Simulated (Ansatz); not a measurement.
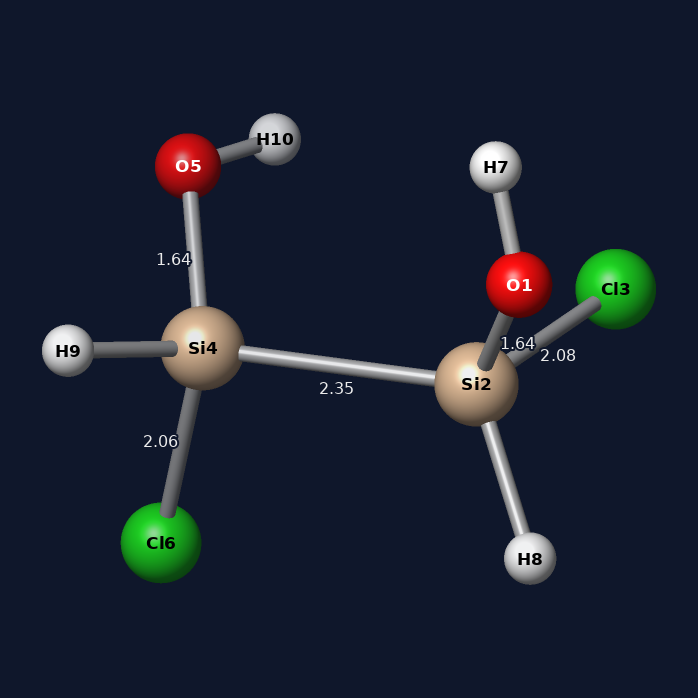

The numbers beside the sticks are distances in Å. Sticks don't show bond order. The geometry was computed by an optimisation with PBE0-D4/def2-TZVP. No frequency run is at hand to confirm it as a minimum.

### Assign a bond order to each marked bond.

O1–Si2 single; Si2–Cl3 single; Si2–Si4 single; Si4–O5 single; Si4–Cl6 single.

### Give the structure as SMILES.

O[Si@H](Cl)[Si@@H](O)Cl
